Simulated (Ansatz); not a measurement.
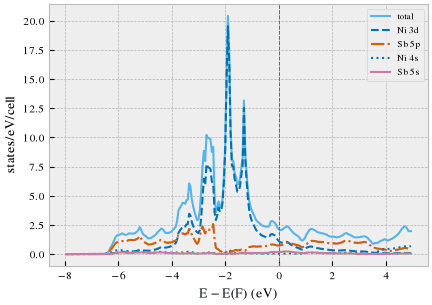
Figure: Total and projected density of states of NiSb (NiAs type, P6_3/mmc), plane-wave PAW PBE (Ansatz code)

**Question.** Which orbitals carry the states next to the Fermi level?

**Answer.** Within 0.5 eV of the Fermi level: Ni 3d 53 %, Sb 5p 35 %, Sb 5s 7 %. Projections are on Löwdin-orthogonalised atomic valence shells; empty p or d shells of many metals are not among them.

**Question.** Where is the tallest occupied peak in this window, and what makes it?

**Answer.** Near -1.9 eV, about 20 states/eV per cell; the largest projected share is Ni 3d.

The cell was relaxed with PBE under the symmetry of its start. The run is not spin-polarised. Spin–orbit coupling is left out wherever it is not named.

Potentials: the later of the program's two PAW sets.
